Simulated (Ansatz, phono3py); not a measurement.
# SrCl2 (Fm-3m): solver, mesh and scattering choices in phono3py, part 4 of 6

Aim: with force constants in hand, see how mesh, solver, isotopes and boundaries change the conductivity of SrCl2.

Measurements to reproduce:
- thermal conductivity 2.3 W/m/K near room temperature (given in “Predicting the lattice thermal conductivity of solids by solving the Boltzmann transport equation: AFLOW - AAPL an automated, accurate and efficient framework”, 2017, arXiv:1611.05481)

phono3py 4.10.0; DFT RPBE, scalar-relativistic, plane waves, PAW; phono3py on Ansatz's force constants.

So far, κ at 300 K (W/m/K): step 2 (relaxation-time solution) 0.959; step 12 (q-mesh of the transport sums 29×29×29) 1.02; step 14 (boundary mean free path 0.03 micrometre) 0.788; step 15 (boundary mean free path 0.3 micrometre) 0.929; step 16 (q-mesh of the transport sums 11×11×11, solver LBTE) 0.918.

## Step 17: Adding coherences, third order supercell 2×2×2, supercell 4×4×4

Close branches can carry heat by tunnelling between them, which the particle picture leaves out.

phono3py.yaml

```yaml
phono3py:
  version: "4.10.0"
  frequency_unit_conversion_factor: 15.633302
  symmetry_tolerance: 1.00000e-05

physical_unit:
  atomic_mass: "AMU"
  length: "angstrom"

space_group:
  type: "Fm-3m"
  number: 225
  Hall_symbol: "-F 4 2 3"

primitive_matrix:
- [  1.000000000000000,  0.000000000000000,  0.000000000000000 ]
- [  0.000000000000000,  1.000000000000000,  0.000000000000000 ]
- [  0.000000000000000,  0.000000000000000,  1.000000000000000 ]

supercell_matrix:
- [   2,   0,   0 ]
- [   0,   2,   0 ]
- [   0,   0,   2 ]

# [primitive_cell block left out]
unit_cell:
  lattice:
  - [     0.000000000000000,     3.590749273500000,     3.590749273500000 ] # a
  - [     3.590749273500000,     0.000000000000000,     3.590749273500000 ] # b
  - [     3.590749273500000,     3.590749273500000,     0.000000000000000 ] # c
  points:
  - symbol: Sr # 1
    coordinates: [  0.000000000000000,  0.000000000000000,  0.000000000000000 ]
    mass: 87.620000
    reduced_to: 1
  - symbol: Cl # 2
    coordinates: [  0.250000000000000,  0.250000000000000,  0.250000000000000 ]
    mass: 35.450000
    reduced_to: 2
  - symbol: Cl # 3
    coordinates: [  0.750000000000000,  0.750000000000000,  0.750000000000000 ]
    mass: 35.450000
    reduced_to: 3

# [supercell block left out]
phonon_supercell_matrix:
- [   4,   0,   0 ]
- [   0,   4,   0 ]
- [   0,   0,   4 ]

# [phonon_primitive_cell block left out]
# [phonon_supercell block left out]
nac:
  born_effective_charge:
  - # 1 (Sr)
    - [  2.511764927721853,  0.000000000000000,  0.000000000000000 ]
    - [  0.000000000000000,  2.511764927721853,  0.000000000000000 ]
    - [  0.000000000000000,  0.000000000000000,  2.511764927721853 ]
  - # 2 (Cl)
    - [ -1.255882463860927,  0.000000000000000,  0.000000000000000 ]
    - [  0.000000000000000, -1.255882463860927,  0.000000000000000 ]
    - [  0.000000000000000,  0.000000000000000, -1.255882463860927 ]
  - # 3 (Cl)
    - [ -1.255882463860927,  0.000000000000000,  0.000000000000000 ]
    - [  0.000000000000000, -1.255882463860927,  0.000000000000000 ]
    - [  0.000000000000000,  0.000000000000000, -1.255882463860927 ]
  dielectric_constant:
    - [  2.743242472506736,  0.000000000000000,  0.000000000000000 ]
    - [  0.000000000000000,  2.743242472506736,  0.000000000000000 ]
    - [  0.000000000000000,  0.000000000000000,  2.743242472506736 ]
  unit_conversion_factor: 14.399645
```

Command:

```bash
$ phono3py phono3py.yaml --mesh 15 15 15 --br --isotope --tt smm19 --ts 50 100 150 200 300 400 500 600 800
```

What it wrote:

```text
[banner, memory and clock lines left out]
Rust backend (phonors) using rayon (4 threads).
Running in phono3py.load mode.
Spglib version 2.8.0
----------------------------- General settings -----------------------------
Run mode: conductivity-RTA
HDF5 data compression filter: gzip
Crystal structure was read from "phono3py.yaml".
Supercell (dim): [2 2 2]
Phonon supercell (dim-fc2): [4 4 4]
Primitive matrix:
  [1. 0. 0.]
  [0. 1. 0.]
  [0. 0. 1.]
Spacegroup: Fm-3m (225)
Use -v option to watch primitive cell, unit cell, and supercell structures.
NAC parameters were read from "phono3py.yaml".
fc3 was read from "fc3.hdf5".
fc2 was read from "fc2.hdf5".
----------------------------- Force constants ------------------------------
Max drift of fc3: -0.00000000 (xzx) -0.00000000 (xzx) -0.00000000 (xxz)
Max drift of fc2: 0.00000000 (zz) 0.00000000 (zz)
--------------------------- Calculation settings ---------------------------
Non-analytical term correction (NAC): True
NAC unit conversion factor:  14.39964
BZ integration: Tetrahedron-method
Temperature:  50.0  100.0  150.0  200.0  300.0 ... 800.0
Cutoff frequency: 0.01
Mesh sampling: [ 15 15 15 ]
Generating grid system ... [ 15 15 15 ]
fc3-r2q-transformation over three atoms: True
Optional transport type: SMM19
--------------------------- Phonon calculations ----------------------------
  PRB 50, 13035(R) (1994), PRB 55, 10355 (1997)
  G-cutoff distance: 0.92, Number of G-points: 307, Lambda: 0.16
Running harmonic phonon calculations...
-------------------- Lattice thermal conductivity (RTA) --------------------
Running heat capacity calculations...
Running velocity calculations...
Running isotope scattering calculations with tetrahedron method...
======================= Grid point 0 (1/120) =======================
q-point: ( 0.00  0.00  0.00)
Boundary mean free path (millimeter): 1000.000
Mass variance parameters: 6.10e-05 5.83e-04 5.83e-04
Number of triplets: 120
Frequency     group velocity (x, y, z)     |gv|
   0.000   (   0.000    0.000    0.000)    0.000
   0.000   (   0.000    0.000    0.000)    0.000
   0.000   (   0.000    0.000    0.000)    0.000
   3.209   (   0.000    0.000    0.000)    0.000
   3.209   (   0.000    0.000    0.000)    0.000
   3.209   (   0.000    0.000    0.000)    0.000
   4.769   (   0.000    0.000    0.000)    0.000
   4.769   (   0.000    0.000    0.000)    0.000
   4.769   (   0.000    0.000    0.000)    0.000
======================= Grid point 1 (2/120) =======================
q-point: ( 0.07  0.00  0.00)
Boundary mean free path (millimeter): 1000.000
Mass variance parameters: 6.10e-05 5.83e-04 5.83e-04
Number of triplets: 344
Frequency     group velocity (x, y, z)     |gv|
   0.389   ( -13.795   13.795   13.795)   23.894
   0.389   ( -13.795   13.795   13.795)   23.894
   0.583   ( -20.707   20.707   20.707)   35.865
   3.219   (  -0.677    0.677    0.677)    1.172
   3.219   (  -0.677    0.677    0.677)    1.172
   4.754   (   1.119   -1.119   -1.119)    1.938
   4.754   (   1.119   -1.119   -1.119)    1.938
[...]
[117 grid points left out]
======================= Grid point 802 (120/120) =======================
q-point: (-0.27  0.47  0.20)
Boundary mean free path (millimeter): 1000.000
Mass variance parameters: 6.10e-05 5.83e-04 5.83e-04
Number of triplets: 904
Frequency     group velocity (x, y, z)     |gv|
[...]
1.920   ( -12.711   -7.221    0.000)   14.619
   2.027   (   2.004    0.346   -0.000)    2.034
   2.977   (  -0.742   21.497   -0.000)   21.510
   3.166   (   1.473  -19.849    0.000)   19.904
   3.831   (   0.667   26.884   -0.000)   26.893
   4.090   (  -2.201  -25.459    0.000)   25.554
   5.208   (   2.230    2.267   -0.000)    3.180
   5.548   (   1.182   -1.843    0.000)    2.190
=================== End of collection of collisions ===================
----------- Thermal conductivity (W/m-k) with tetrahedron method -----------
#          T(K)        xx         yy         zz         yz         xz         xy
K_intra    50.0       6.436      6.436      6.436     -0.000     -0.000      0.000
K_intra   100.0       2.912      2.912      2.912     -0.000     -0.000      0.000
K_intra   150.0       1.922      1.922      1.922     -0.000     -0.000      0.000
K_intra   200.0       1.439      1.439      1.439     -0.000     -0.000      0.000
K_intra   300.0       0.959      0.959      0.959     -0.000     -0.000      0.000
K_intra   400.0       0.720      0.720      0.720     -0.000     -0.000      0.000
K_intra   500.0       0.576      0.576      0.576     -0.000     -0.000      0.000
K_intra   600.0       0.480      0.480      0.480     -0.000     -0.000      0.000
K_intra   800.0       0.360      0.360      0.360     -0.000     -0.000      0.000

K_inter    50.0       0.214      0.214      0.214     -0.000     -0.000      0.000
K_inter   100.0       0.212      0.212      0.212     -0.000     -0.000      0.000
K_inter   150.0       0.227      0.227      0.227     -0.000     -0.000      0.000
K_inter   200.0       0.234      0.234      0.234     -0.000     -0.000      0.000
K_inter   300.0       0.240      0.240      0.240     -0.000      0.000      0.000
K_inter   400.0       0.240      0.240      0.240     -0.000      0.000      0.000
K_inter   500.0       0.239      0.239      0.239     -0.000      0.000      0.000
K_inter   600.0       0.236      0.236      0.236     -0.000      0.000      0.000
K_inter   800.0       0.229      0.229      0.229     -0.000      0.000      0.000

K_TOT      50.0       6.650      6.650      6.650     -0.000     -0.000      0.000
K_TOT     100.0       3.124      3.124      3.124     -0.000     -0.000      0.000
K_TOT     150.0       2.149      2.149      2.149     -0.000     -0.000      0.000
K_TOT     200.0       1.674      1.674      1.674     -0.000     -0.000      0.000
K_TOT     300.0       1.199      1.199      1.199     -0.000     -0.000      0.000
K_TOT     400.0       0.960      0.960      0.960     -0.000     -0.000      0.000
K_TOT     500.0       0.815      0.815      0.815     -0.000     -0.000      0.000
K_TOT     600.0       0.716      0.716      0.716     -0.000     -0.000      0.000
K_TOT     800.0       0.589      0.589      0.589     -0.000     -0.000      0.000

Thermal conductivity related properties were written into
"kappa-m151515.hdf5".
Summary of calculation was written in "phono3py.yaml".
```

Elapsed: 11 s, on 4 threads of Arm Neoverse V1, shared host; peak memory 0.26 GiB; 39 s of CPU time.

This step gave:

| Quantity | Value |
| --- | --- |
| κ at 300 K | 1.199 W/m/K |
| κ xx, yy, zz at 300 K | 1.199, 1.199, 1.199 W/m/K |

W/m/K. Kappa, by row:

```
T (K)      xx      yy      zz  yz  xz  xy  intra mean  inter mean
   50    6.65    6.65    6.65   0   0   0       6.436      0.2139
  100   3.124   3.124   3.124   0   0   0       2.912      0.2125
  150   2.149   2.149   2.149   0   0   0       1.922      0.2267
  200   1.674   1.674   1.674   0   0   0       1.439      0.2343
  300   1.199   1.199   1.199   0   0   0      0.9592        0.24
  400  0.9601  0.9601  0.9601   0   0   0      0.7196      0.2405
  500  0.8146  0.8146  0.8146   0   0   0      0.5758      0.2388
  600   0.716   0.716   0.716   0   0   0      0.4799      0.2361
  800  0.5892  0.5892  0.5892   0   0   0        0.36      0.2292
```

κ at 300 K goes from 0.959 in the base run to 1.20 W/(m K).

## Step 18: Gaussian smearing, third order supercell 2×2×2, supercell 4×4×4

A Gaussian replaces the tetrahedron method for energy conservation; its width must match the mesh.

phono3py.yaml is that of step 17.

Command:

```bash
$ phono3py phono3py.yaml --mesh 15 15 15 --br --isotope --sigma 0.01 --ts 100 300 600
```

What it wrote:

```text
[banner, memory and clock lines left out]
Rust backend (phonors) using rayon (4 threads).
Running in phono3py.load mode.
Spglib version 2.8.0
----------------------------- General settings -----------------------------
Run mode: conductivity-RTA
HDF5 data compression filter: gzip
Crystal structure was read from "phono3py.yaml".
Supercell (dim): [2 2 2]
Phonon supercell (dim-fc2): [4 4 4]
Primitive matrix:
  [1. 0. 0.]
  [0. 1. 0.]
  [0. 0. 1.]
Spacegroup: Fm-3m (225)
Use -v option to watch primitive cell, unit cell, and supercell structures.
NAC parameters were read from "phono3py.yaml".
fc3 was read from "fc3.hdf5".
fc2 was read from "fc2.hdf5".
----------------------------- Force constants ------------------------------
Max drift of fc3: -0.00000000 (xzx) -0.00000000 (xzx) -0.00000000 (xxz)
Max drift of fc2: 0.00000000 (zz) 0.00000000 (zz)
--------------------------- Calculation settings ---------------------------
Non-analytical term correction (NAC): True
NAC unit conversion factor:  14.39964
BZ integration: Smearing=0.01
Temperature:  100.0  300.0  600.0
Cutoff frequency: 0.01
Mesh sampling: [ 15 15 15 ]
Generating grid system ... [ 15 15 15 ]
fc3-r2q-transformation over three atoms: True
--------------------------- Phonon calculations ----------------------------
  PRB 50, 13035(R) (1994), PRB 55, 10355 (1997)
  G-cutoff distance: 0.92, Number of G-points: 307, Lambda: 0.16
Running harmonic phonon calculations...
-------------------- Lattice thermal conductivity (RTA) --------------------
Running heat capacity calculations...
Running velocity calculations...
Running isotope scattering calculations sigma=0.01...
======================= Grid point 0 (1/120) =======================
q-point: ( 0.00  0.00  0.00)
Boundary mean free path (millimeter): 1000.000
Mass variance parameters: 6.10e-05 5.83e-04 5.83e-04
Number of triplets: 120
Frequency     group velocity (x, y, z)     |gv|
   0.000   (   0.000    0.000    0.000)    0.000
   0.000   (   0.000    0.000    0.000)    0.000
   0.000   (   0.000    0.000    0.000)    0.000
   3.209   (   0.000    0.000    0.000)    0.000
   3.209   (   0.000    0.000    0.000)    0.000
   3.209   (   0.000    0.000    0.000)    0.000
   4.769   (   0.000    0.000    0.000)    0.000
   4.769   (   0.000    0.000    0.000)    0.000
   4.769   (   0.000    0.000    0.000)    0.000
======================= Grid point 1 (2/120) =======================
q-point: ( 0.07  0.00  0.00)
Boundary mean free path (millimeter): 1000.000
Mass variance parameters: 6.10e-05 5.83e-04 5.83e-04
Number of triplets: 344
Frequency     group velocity (x, y, z)     |gv|
   0.389   ( -13.795   13.795   13.795)   23.894
   0.389   ( -13.795   13.795   13.795)   23.894
   0.583   ( -20.707   20.707   20.707)   35.865
   3.219   (  -0.677    0.677    0.677)    1.172
   3.219   (  -0.677    0.677    0.677)    1.172
   4.754   (   1.119   -1.119   -1.119)    1.938
   4.754   (   1.119   -1.119   -1.119)    1.938
[...]
[117 grid points left out]
======================= Grid point 802 (120/120) =======================
q-point: (-0.27  0.47  0.20)
Boundary mean free path (millimeter): 1000.000
Mass variance parameters: 6.10e-05 5.83e-04 5.83e-04
Number of triplets: 904
Frequency     group velocity (x, y, z)     |gv|
[...]
1.920   ( -12.711   -7.221    0.000)   14.619
   2.027   (   2.004    0.346   -0.000)    2.034
   2.977   (  -0.742   21.497   -0.000)   21.510
   3.166   (   1.473  -19.849    0.000)   19.904
   3.831   (   0.667   26.884   -0.000)   26.893
   4.090   (  -2.201  -25.459    0.000)   25.554
   5.208   (   2.230    2.267   -0.000)    3.180
   5.548   (   1.182   -1.843    0.000)    2.190
=================== End of collection of collisions ===================
----------- Thermal conductivity (W/m-k) for sigma=0.01 -----------
#  T(K)        xx         yy         zz         yz         xz         xy
  100.0       2.902      2.902      2.902     -0.000     -0.000      0.000
  300.0       0.957      0.957      0.957     -0.000     -0.000      0.000
  600.0       0.479      0.479      0.479     -0.000     -0.000      0.000

Thermal conductivity related properties and sigma 0.01
were written into "kappa-m151515-s0.01.hdf5".
Summary of calculation was written in "phono3py.yaml".
```

The job ended after 7.2 s (4 threads; peak memory 0.26 GiB; 24 s of CPU time).

Numbers from this step:

```
κ at 300 K            : 0.9569 W/m/K
κ xx, yy, zz at 300 K : 0.9569, 0.9569, 0.9569 W/m/K
```

W/m/K. Kappa, by row:

```
T (K)      xx      yy      zz  yz  xz  xy
  100   2.902   2.902   2.902   0   0   0
  300  0.9569  0.9569  0.9569   0   0   0
  600  0.4789  0.4789  0.4789   0   0   0
```

With a width of 0.01 THz κ at 300 K is 0.957 W/(m K), -0.2 % from the tetrahedron value.

## Step 19: Gaussian smearing, third order supercell 2×2×2, supercell 4×4×4 (run 2)

A Gaussian replaces the tetrahedron method for energy conservation; its width must match the mesh.

phono3py.yaml is that of step 18.

Command:

```bash
$ phono3py phono3py.yaml --mesh 15 15 15 --br --isotope --sigma 0.1 --ts 100 300 600
```

What it wrote:

```text
[banner, memory and clock lines left out]
Rust backend (phonors) using rayon (4 threads).
Running in phono3py.load mode.
Spglib version 2.8.0
----------------------------- General settings -----------------------------
Run mode: conductivity-RTA
HDF5 data compression filter: gzip
Crystal structure was read from "phono3py.yaml".
Supercell (dim): [2 2 2]
Phonon supercell (dim-fc2): [4 4 4]
Primitive matrix:
  [1. 0. 0.]
  [0. 1. 0.]
  [0. 0. 1.]
Spacegroup: Fm-3m (225)
Use -v option to watch primitive cell, unit cell, and supercell structures.
[...]
5.208   (   2.230    2.267   -0.000)    3.180
   5.548   (   1.182   -1.843    0.000)    2.190
=================== End of collection of collisions ===================
----------- Thermal conductivity (W/m-k) for sigma=0.1 -----------
#  T(K)        xx         yy         zz         yz         xz         xy
  100.0       2.879      2.879      2.879     -0.000     -0.000      0.000
  300.0       0.950      0.950      0.950     -0.000     -0.000      0.000
  600.0       0.475      0.475      0.475     -0.000     -0.000      0.000

Thermal conductivity related properties and sigma 0.1
were written into "kappa-m151515-s0.1.hdf5".
Summary of calculation was written in "phono3py.yaml".
```

The job ended after 7.3 s (4 threads; peak memory 0.26 GiB; 24 s of CPU time).

This step gave:

- κ at 300 K: 0.9501 W/m/K
- κ xx, yy, zz at 300 K: 0.9501, 0.9501, 0.9501 W/m/K

W/m/K. Kappa, by row:

```
T (K)      xx      yy      zz  yz  xz  xy
  100   2.879   2.879   2.879   0   0   0
  300  0.9501  0.9501  0.9501   0   0   0
  600  0.4754  0.4754  0.4754   0   0   0
```

With a width of 0.1 THz κ at 300 K is 0.950 W/(m K), -0.9 % from the tetrahedron value.

## Step 20: Two-phonon phase space, third order supercell 2×2×2, supercell 4×4×4

The two-phonon density of states counts the channels open to a mode, without matrix elements.

phono3py.yaml is that of step 19.

Command:

```bash
$ phono3py phono3py.yaml --mesh 17 17 17 --jdos --gp 0 --num-freq-points 80
```

What it wrote:

```text
[banner, memory and clock lines left out]
Rust backend (phonors) using rayon (4 threads).
Running in phono3py.load mode.
Spglib version 2.8.0
----------------------------- General settings -----------------------------
Run mode: jdos
HDF5 data compression filter: gzip
Crystal structure was read from "phono3py.yaml".
Supercell (dim): [2 2 2]
Phonon supercell (dim-fc2): [4 4 4]
Primitive matrix:
  [1. 0. 0.]
  [0. 1. 0.]
  [0. 0. 1.]
Spacegroup: Fm-3m (225)
Use -v option to watch primitive cell, unit cell, and supercell structures.
NAC parameters were read from "phono3py.yaml".
fc3 was read from "fc3.hdf5".
fc2 was read from "fc2.hdf5".
----------------------------- Force constants ------------------------------
Max drift of fc3: -0.00000000 (xzx) -0.00000000 (xzx) -0.00000000 (xxz)
Max drift of fc2: 0.00000000 (zz) 0.00000000 (zz)
--------------------------- Calculation settings ---------------------------
Non-analytical term correction (NAC): True
NAC unit conversion factor:  14.39964
BZ integration: Tetrahedron-method
Cutoff frequency: 0.01
Number of frequency sampling points: 80
Mesh sampling: [ 17 17 17 ]
Generating grid system ... [ 17 17 17 ]
  PRB 50, 13035(R) (1994), PRB 55, 10355 (1997)
  G-cutoff distance: 0.92, Number of G-points: 307, Lambda: 0.16
--------------------------------- Joint DOS ---------------------------------
Running harmonic phonon calculations...
======================= Grid point 0 (1/1) =======================
q-point: ( 0.00  0.00  0.00)
Number of triplets: 165
Frequency
   0.000
   0.000
   0.000
   3.209
   3.209
   3.209
   4.769
   4.769
   4.769
Tetrahedron method is used.
Calculations at 80 frequency points are divided into 8 batches.
1/8: [ 1  2  3  4  5  6  7  8  9 10]
2/8: [11 12 13 14 15 16 17 18 19 20]
3/8: [21 22 23 24 25 26 27 28 29 30]
4/8: [31 32 33 34 35 36 37 38 39 40]
5/8: [41 42 43 44 45 46 47 48 49 50]
6/8: [51 52 53 54 55 56 57 58 59 60]
7/8: [61 62 63 64 65 66 67 68 69 70]
8/8: [71 72 73 74 75 76 77 78 79 80]
JDOS is written into "jdos-m171717-g0.dat".
```

Wall time 1.3 s (4 threads); peak memory 0.26 GiB; 1.8 s of CPU time.

The joint density of states at Gamma has structure finer than the step of the table below, so its rows give means over 0.5 THz, whole bins alone (the curve runs from 0 to 12.4 THz). Peaks (THz: height): absorption class 0.94: 31.5, 1.89: 22.7; decay class 4.88: 11.6, 7.23: 18.6, 8.02: 18.1, 9.28: 10.7, 10.69: 6.07.

The joint density of states at Gamma by frequency; means over each step:

```
frequency (THz)  absorption class (1/THz)  decay class (1/THz)
            0.5                      23.2               0.0249
            1.0                      28.2                0.113
            1.5                      22.1                0.249
            2.0                      20.7                0.454
            2.5                      14.7                0.791
            3.0                      12.8                 1.48
            3.5                      8.88                 4.40
            4.0                      3.88                 6.81
            4.5                      1.21                 10.2
            5.0                     0.494                 10.8
            5.5                     0.214                 12.9
            6.0                    0.0318                 14.3
            6.5                         0                 15.2
            7.0                         0                 16.9
            7.5                         0                 15.7
            8.0                         0                 14.9
            8.5                         0                 10.7
            9.0                         0                 8.29
            9.5                         0                 7.27
           10.0                         0                 4.13
           10.5                         0                 4.48
           11.0                         0                 1.80
           11.5                         0                0.579
           12.0                         0                0.179
```

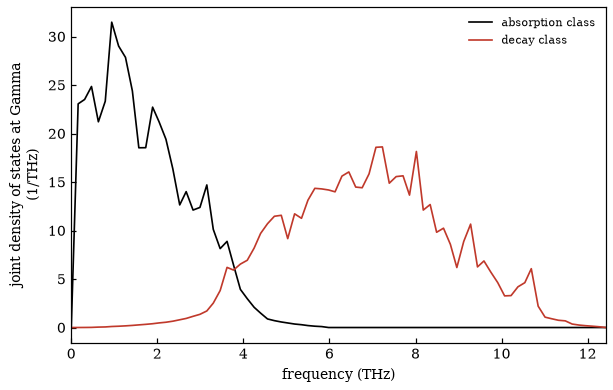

Joint density of states at Gamma, plotted against frequency.

[end of part 4 of 6]

[Logs are printed without paths, hosts, clocks, repeated set-up lines and the standing remarks that a program may print on its own settings, such as how far it seeks lower states.]

[Hosts, paths, dates, database ids (printed as entryN), source tags and the programs' standing remarks are cut or masked in the printed files.]

[A step with changed settings may run another functional than the one named; its input shows which.]

[Pressures of single members of a volume series are the stress at the run's cutoff; with an incomplete basis they can lie off −dE/dV of the same runs, and they are not shown converged.]
